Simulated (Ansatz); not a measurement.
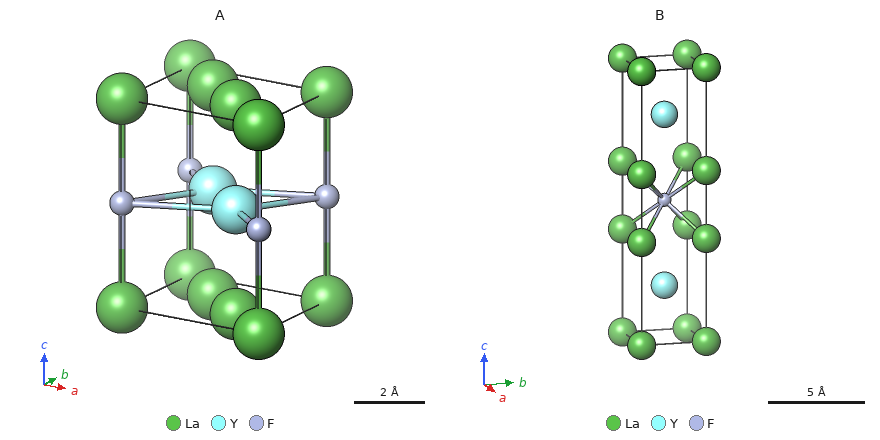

Two structures of La$_{3}$Y$_{2}$F, each relaxed to rest (conventional cells in solid outline, small ones repeated, not to one scale). Method: Ansatz 0.2.0, DFT PBE, scalar-relativistic, plane waves, PAW, without spin polarisation.

### What are the two structures?

A: 6 atoms a cell on a primitive hexagonal lattice, P6/mmm. B: 6 atoms a cell on a primitive tetragonal lattice, P4/mmm.

### Which structure wins energetically, and by what margin?

B is lower, by 494 meV/atom at this level of theory (energies at zero smearing). Volumes: A 32.2, B 30.1 Å³/atom.

One or both may be structure types tried for this composition rather than known phases.
